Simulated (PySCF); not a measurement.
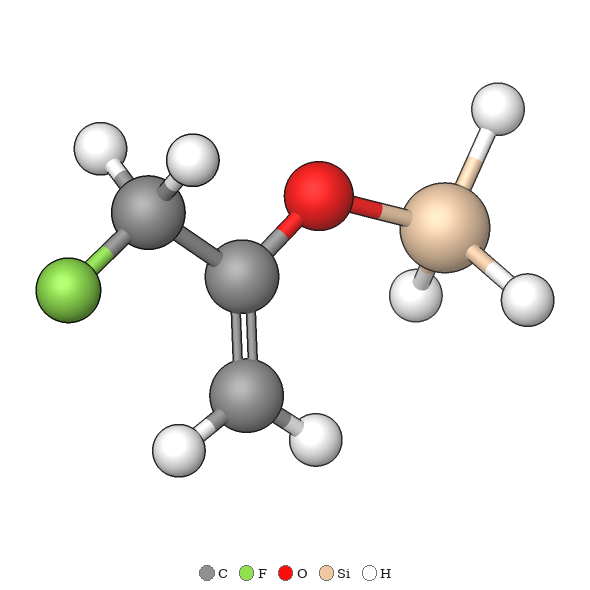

The geometry was computed by an optimisation with PBE0-D3(BJ)/def2-SVP. No frequency run is at hand to confirm it as a minimum.

Give the structural formula.

SMILES: C=C(CF)O[SiH3]

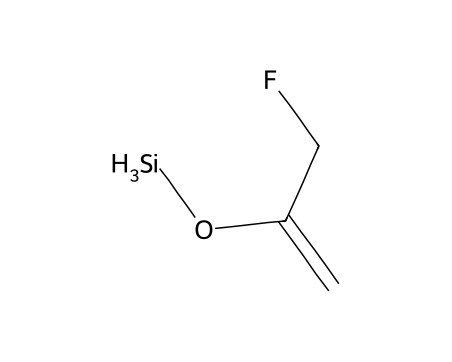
